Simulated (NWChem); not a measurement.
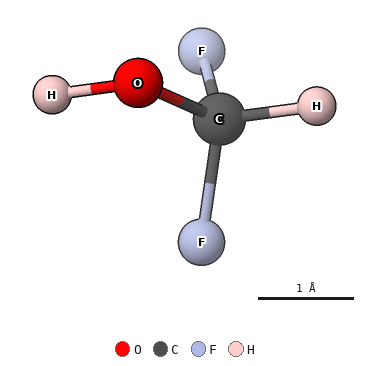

Figure 1. The input geometry (ball-and-stick view, seen at a tilt).

# Run report: CH2F2O, polarizability calculation

- system: CH2F2O, SMILES OC(F)F
- method: B3LYP/MIDI!, RKS (NWChem 7.3.0)

The geometry comes from this level: PBE0-D4/def2-TZVP.

Input
```
start a
memory total 2200 mb

geometry units angstroms noautosym nocenter noautoz
 O      0.095100     0.985600    -0.438500
 C      0.060600    -0.137800     0.302200
 F      0.876300    -1.092500    -0.208200
 F     -1.179700    -0.684300     0.315100
 H     -0.176600     0.772900    -1.340300
 H      0.366200     0.092100     1.323500
end

basis spherical bse
 * library "MIDI!"
end

dft
 xc b3lyp
 grid fine
 convergence energy 1e-08
 iterations 100
 mulliken
 print low
end

property
 response 1 0
end

task dft property
```

Machine: 1 thread of AMD EPYC (Zen 3), 24 GiB of memory available, shared host.

Launched with:
```bash
nwchem a.nw > a.out
```

Log
```
Northwest Computational Chemistry Package (NWChem) 7.3.0
             --------------------------------------------------------

           Job information
           ---------------

    nwchem branch   = 7.3.0
    use scalapack   = T
    input           = a.nw
    prefix          = a.
    data base       = ./a.db
    status          = startup
    nproc           =        1

           Memory information
           ------------------

    heap     =     72089600 doubles =      550.0 Mbytes
    stack    =     72089597 doubles =      550.0 Mbytes
    global   =    144179200 doubles =     1100.0 Mbytes (distinct from heap & stack)
    total    =    288358397 doubles =     2200.0 Mbytes
    verify   = yes
    hardfail = no

           Directory information
           ---------------------

  0 permanent = .
  0 scratch   = .

                                NWChem Input Module
                                -------------------

 Scaling coordinates for geometry "geometry" by  1.889725989
 (inverse scale =  0.529177249)

                             Geometry "geometry" -> ""
                             -------------------------

 Output coordinates in angstroms (scale by  1.889725989 to convert to a.u.)

  No.       Tag          Charge          X              Y              Z
 ---- ---------------- ---------- -------------- -------------- --------------
    1 O                    8.0000     0.09510000     0.98560000    -0.43850000
    2 C                    6.0000     0.06060000    -0.13780000     0.30220000
    3 F                    9.0000     0.87630000    -1.09250000    -0.20820000
    4 F                    9.0000    -1.17970000    -0.68430000     0.31510000
    5 H                    1.0000    -0.17660000     0.77290000    -1.34030000
    6 H                    1.0000     0.36620000     0.09210000     1.32350000

      Atomic Mass
      -----------

      O                 15.994910
      C                 12.000000
      F                 18.998400
      H                  1.007825

 Effective nuclear repulsion energy (a.u.)     134.9883642045

            Nuclear Dipole moment (a.u.)
            ----------------------------
        X                 Y               Z
 ---------------- ---------------- ----------------
    -2.6769858354   -15.2466872211    -1.4163496284

            XYZ format geometry
            -------------------
     6
 geometry
 O                     0.09510000     0.98560000    -0.43850000
 C                     0.06060000    -0.13780000     0.30220000
 F                     0.87630000    -1.09250000    -0.20820000
 F                    -1.17970000    -0.68430000     0.31510000
 H                    -0.17660000     0.77290000    -1.34030000
 H                     0.36620000     0.09210000     1.32350000

 ==============================================================================
                                internuclear distances
 ------------------------------------------------------------------------------
       center one      |      center two      | atomic units |  angstroms
 ------------------------------------------------------------------------------
    2 C                |   1 O                |     2.54367  |     1.34605
    3 F                |   2 C                |     2.56149  |     1.35548
    4 F                |   2 C                |     2.56138  |     1.35542
    5 H                |   1 O                |     1.82464  |     0.96556
    6 H                |   2 C                |     2.06084  |     1.09055
 ------------------------------------------------------------------------------
                         number of included internuclear distances:          5
 ==============================================================================

 ==============================================================================
                                 internuclear angles
 ------------------------------------------------------------------------------
        center 1       |       center 2       |       center 3       |  degrees
 ------------------------------------------------------------------------------
    2 C                |   1 O                |   5 H                |   108.84
    1 O                |   2 C                |   3 F                |   111.42
    1 O                |   2 C                |   4 F                |   111.42
    1 O                |   2 C                |   6 H                |   109.40
    3 F                |   2 C                |   4 F                |   105.68
    3 F                |   2 C                |   6 H                |   109.42
    4 F                |   2 C                |   6 H                |   109.42
 ------------------------------------------------------------------------------
                            number of included internuclear angles:          7
 ==============================================================================

 Summary of "ao basis" -> "" (spherical)
 ------------------------------------------------------------------------------
       Tag                 Description            Shells   Functions and Types
 ---------------- ------------------------------  ------  ---------------------
 *                           MIDI!                    on all atoms

                              NWChem Property Module
                              ----------------------

                                 NWChem DFT Module
                                 -----------------

                      Basis "ao basis" -> "ao basis" (spherical)
                      -----
  [basis functions not shown]

 Summary of "ao basis" -> "ao basis" (spherical)
 ------------------------------------------------------------------------------
       Tag                 Description            Shells   Functions and Types
 ---------------- ------------------------------  ------  ---------------------
 O                           MIDI!                   6       14   3s2p1d
 C                           MIDI!                   5        9   3s2p
 F                           MIDI!                   6       14   3s2p1d
 H                           MIDI!                   2        2   2s

  Caching 1-el integrals
   Time after variat. SCF:      0.1

     ---------------------------------------------
      Total Density - Mulliken Population Analysis
     ---------------------------------------------

    Atom       Charge   Shell Charges
 -----------   ------   -------------------------------------------------------
    1 O    8     8.89   1.99  0.99  0.85  2.16  2.88  0.02
    2 C    6     4.62   1.99  0.75  0.25  0.91  0.73
    3 F    9     9.53   1.99  1.05  0.90  2.49  3.09  0.01
    4 F    9     9.53   1.99  1.05  0.90  2.49  3.09  0.01
    5 H    1     0.51   0.36  0.14
    6 H    1     0.92   0.57  0.34
   Time prior to 1st pass:      0.1

           Memory utilization after 1st SCF pass:
           Heap Space remaining (MW):       37.48            37475896
          Stack Space remaining (MW):       72.09            72089124

   convergence    iter        energy       DeltaE   RMS-Dens  Diis-err    time
 ---------------- ----- ----------------- --------- --------- ---------  ------
 d= 0,ls=0.0,diis     1   -312.3096821757 -4.47D+02  2.24D-02  1.22D+00     0.5
 d= 0,ls=0.0,diis     2   -312.2695555533  4.01D-02  1.18D-02  1.99D+00     0.8
 d= 0,ls=0.0,diis     3   -312.4417232342 -1.72D-01  1.31D-03  1.71D-02     1.1
 d= 0,ls=0.0,diis     4   -312.4427154372 -9.92D-04  5.63D-04  2.60D-03     1.5
 d= 0,ls=0.0,diis     5   -312.4428913250 -1.76D-04  1.53D-04  2.24D-04     1.8
  Resetting Diis
 d= 0,ls=0.0,diis     6   -312.4429092090 -1.79D-05  3.56D-05  1.10D-05     2.1
 d= 0,ls=0.0,diis     7   -312.4429101899 -9.81D-07  7.93D-06  1.80D-07     2.5
 d= 0,ls=0.0,diis     8   -312.4429101918 -1.90D-09  4.49D-06  1.76D-07     2.8

         Total DFT energy =     -312.442910191773
      One electron energy =     -701.207491230361
           Coulomb energy =      289.379409138496
    Exchange-Corr. energy =      -35.603192304370
 Nuclear repulsion energy =      134.988364204461

 Numeric. integr. density =       33.999999529062

     Total iterative time =      2.7s

     ---------------------------------------------
      Total Density - Mulliken Population Analysis
     ---------------------------------------------

    Atom       Charge   Shell Charges
 -----------   ------   -------------------------------------------------------
    1 O    8     8.64   1.99  0.97  0.90  2.09  2.65  0.04
    2 C    6     5.17   1.99  0.83  0.16  1.36  0.83
    3 F    9     9.34   1.99  1.03  0.94  2.43  2.93  0.02
    4 F    9     9.34   1.99  1.03  0.94  2.43  2.93  0.02
    5 H    1     0.63   0.48  0.15
    6 H    1     0.87   0.62  0.25

     -------------------------------------------
      Total Density - Lowdin Population Analysis
     -------------------------------------------

    Atom       Charge   Shell Charges
 -----------   ------   -------------------------------------------------------
    1 O    8     8.41   1.99  0.91  0.70  2.08  2.68  0.06
    2 C    6     5.48   1.98  0.60  0.36  1.29  1.25
    3 F    9     9.22   1.99  0.99  0.83  2.44  2.95  0.03
    4 F    9     9.22   1.99  0.99  0.83  2.44  2.95  0.03
    5 H    1     0.72   0.47  0.25
    6 H    1     0.94   0.59  0.35
 *** CALLING NEW AORESP DRIVER FOR CLOSED AND OPEN SHELLS ***
 Entering AOResponse driver routine

          ****************
          *** RESPONSE ***
          ****************

          -----------------------------------------------
          Solving response equations for perturbing field
          -----------------------------------------------

 number of frequencies:     1
 frequency in a.u.:  0.0000000E+00
 Perturbing field: electric
 Using El. Dipole Length Gauge

 Setting up CPKS with frequency omega =      0.00000000 a.u.

 STATIC response

                                NWChem CPHF Module
                                ------------------

  scftype          =     RHF
  nclosed          =       17
  nopen            =        0
  variables        =      646
  # of vectors     =        3
  tolerance        = 0.10D-03
  level shift      = 0.00D+00
  max iterations   =       50
  max subspace     =       30

 SCF residual:    1.4343401596372308E-004

Iterative solution of linear equations
  No. of variables      646
  No. of equations        3
  Maximum subspace       30
        Iterations       50
       Convergence  1.0D-04
        Start time      3.2

   iter   nsub   residual    time
   ----  ------  --------  ---------
     1      3    2.14D+00       4.3
     2      6    1.35D+00       5.4
     3      9    1.81D-01       6.5
     4     12    3.38D-02       7.6
     5     15    2.33D-03       8.8
     6     18    1.92D-04       9.9
     7     21    2.26D-05      11.0

 Electric Dipole Response Matrix (nonzero elements):

              1        2        3
    1   12.9798  -0.0447   0.8656
    2   -0.0447  13.8756  -1.0380
    3    0.8656  -1.0380  16.9796

 ------------------------------------------
 average:        14.61165 + I       0.00000

 DFT Linear Response polarizability / au
 Frequency  =       0.0000000 / au
 Wavelength = -999999.0000000 / nm
              X              Y              Z
 -----------------------------------------------
 X      12.9797935     -0.0446788      0.8656482
 Y      -0.0446759     13.8755877     -1.0380042
 Z       0.8656460     -1.0380154     16.9795639
 -----------------------------------------------
 Eigenvalues =      12.7684212     13.6132200     17.4533038
 Isotropic   =      14.6116483
 Anisotropic =       4.3248152
 -----------------------------------------------

 Magnetic Dipole Response Matrix (nonzero elements):
 Optical rotation tensor Beta

 *** static G'=0. Use GPRIME input with finite omega
 *** or better ORBETA without GPRIME for small or zero freq.

 zero matrix

 ------------------------------------------
 average:         0.00000 + I       0.00000

 Exiting AOResponse driver routine

 Task  times  cpu:       11.0s     wall:       11.0s
 Total times  cpu:       11.0s     wall:       11.0s
```

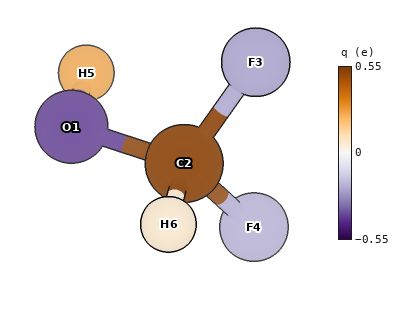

Figure 2. Löwdin charges, as the colour of each atom (ball-and-stick view, seen at a tilt; atoms are numbered from 1 in the order of the input). By element: O −0.41, C +0.52, F −0.22 and H +0.06 to +0.28 e.

Summary

```json
{"quantity": "outcome", "value": "converged"}
{"quantity": "total energy", "value": "−312.442910 hartree"}
{"quantity": "wall time", "value": "12 s"}
{"quantity": "peak memory", "value": "0.11 GiB"}
```
